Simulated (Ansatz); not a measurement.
AlF2H2P···HCl

Input

```
crystal:
  periodic: [false, false, false]
  atoms:
    - { symbol: Al, position_ang: [0.079229, -0.575692, -0.394174] }
    - { symbol: Cl, position_ang: [-0.037852, 0.24216, 2.932744] }
    - { symbol: F, position_ang: [1.438408, 0.258822, -0.730576] }
    - { symbol: F, position_ang: [-1.348745, 0.00488, -0.928866] }
    - { symbol: P, position_ang: [0.162321, -2.578928, 0.719601] }
    - { symbol: H, position_ang: [-0.667297, -3.303656, -0.144021] }
    - { symbol: H, position_ang: [1.389214, -3.030086, 0.220039] }
    - { symbol: H, position_ang: [-0.046277, -1.0785, 2.867153] }
basis:
  gaussian: { orbitals: "6-31G*" }
hamiltonian:
  xc: hf
relax:
  f_tol: 0.03
  max_steps: 50
output:
  orbitals: {}
```

Run with:

```sh
ansatz run input.yaml --threads 1 --pin off --max-ram 2048MiB --backend cpu --events-out ev --progress --plain --runs-dir out
```

The fields are those of the run's last geometry, not of the input's.

Theory: Ansatz, RHF/6-31G*.

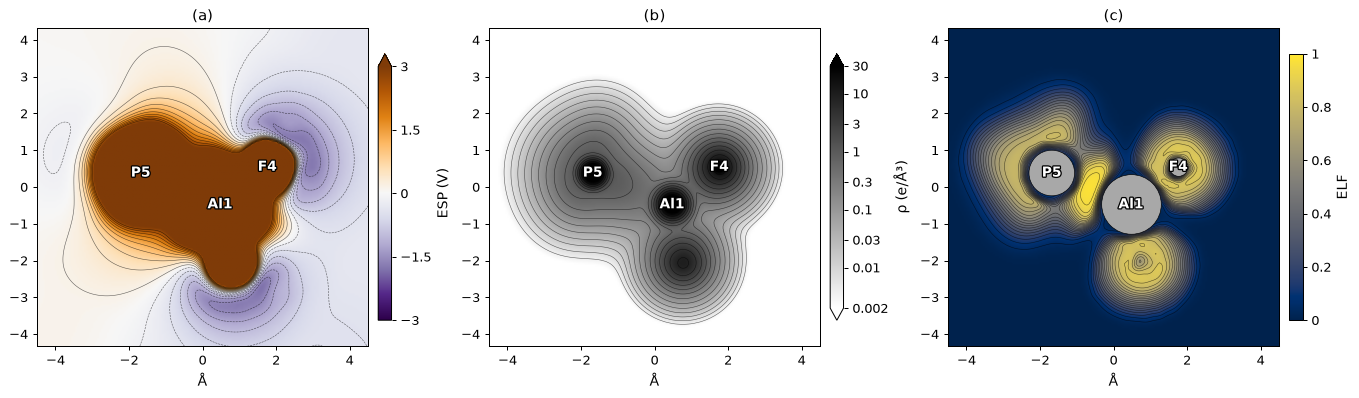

Figure 1. (a) molecular electrostatic potential; (b) total electron density; (c) ELF on the plane of atoms F4, Al1 and P5. Grey discs cover the atomic cores in the ELF map.

**What does the map show?**

The section cuts through Al, F and P sites. Al–F (1.64 Å): the density is about 0.88 e/Å³ at the midpoint; the ELF peaks at about 0.85 in the valence shell of F, 0.6 Å from its nucleus, and is about 0.35 at the midpoint. Al–P (2.33 Å): ρ is about 0.63 e/Å³ halfway; the ELF peaks at about 1 between the atoms; a covalent bond. The ELF also peaks beside F3, F4 and P5, away from the bonds: lone-pair regions. Outside the dense part of the complex the potential is most negative (−1.8 V) near F3, which lies off the plane.

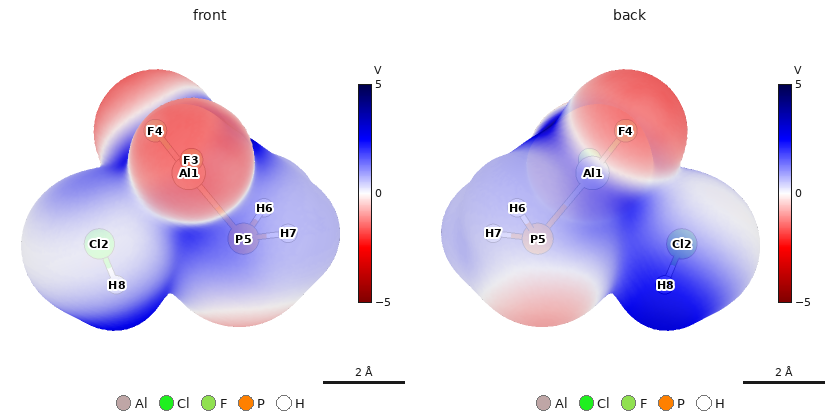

Figure 2. The electrostatic potential painted on the density surface at 0.002 e/bohr³, seen from the front and from behind; red is negative and blue positive.

**Describe the electrostatic potential map.**

The most negative region (about −1.5 V) lies over F3 and F4, the most positive (about +4.0 V) over Al1. Cl2 shows a σ-hole: about +1.2 V at the tip opposite its bond, against about +0.2 V on its flanks.

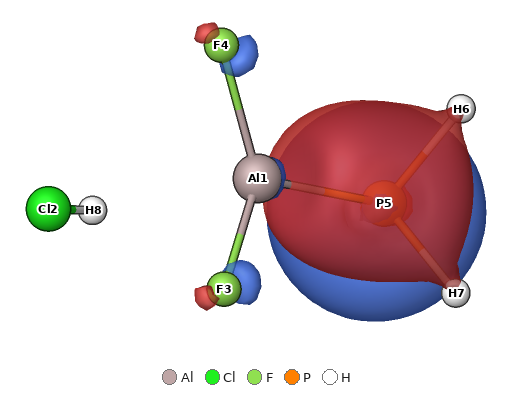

Figure 3. The HOMO at ±0.15 Å⁻³ᐟ² (red and blue are the two phases), seen from one side.

**Describe this orbital and give its energy.**

It lies mainly on P5 (about 75 %) and Al1 (about 15 %); largely a lone pair of P5. Its energy is −10.00 eV.
